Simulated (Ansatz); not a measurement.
Take ZnS in the zinc blende structure (space group F-43m, No. 216; a = 5.297 Å) as the base. Axes: x, y, z lie along the cube axes.

Now apply this change: uniaxial strain ε_zz = +2.00 %, all other strain components held at zero, atoms relaxed at fixed cell.

Calculations: LDA/PAW in Ansatz (a quantum-chemistry and plane-wave program), spin-orbit coupling left out.

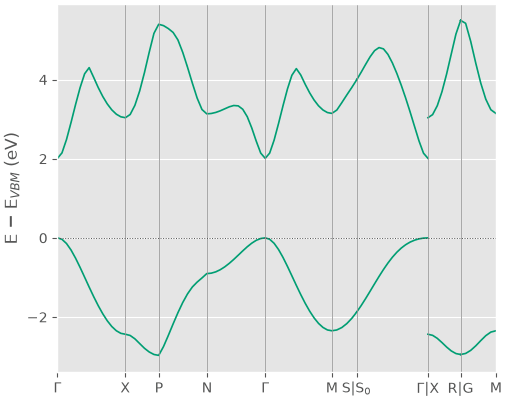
Figure: Highest valence and lowest conduction band along the path of the changed cell's own zone

Task: From the figure, how large is the changed gap, and is it direct?

Result: About 2.0 eV, direct at Γ.

No phonon test of stability was made. Labels are those of the standard path for the cell's own space group.
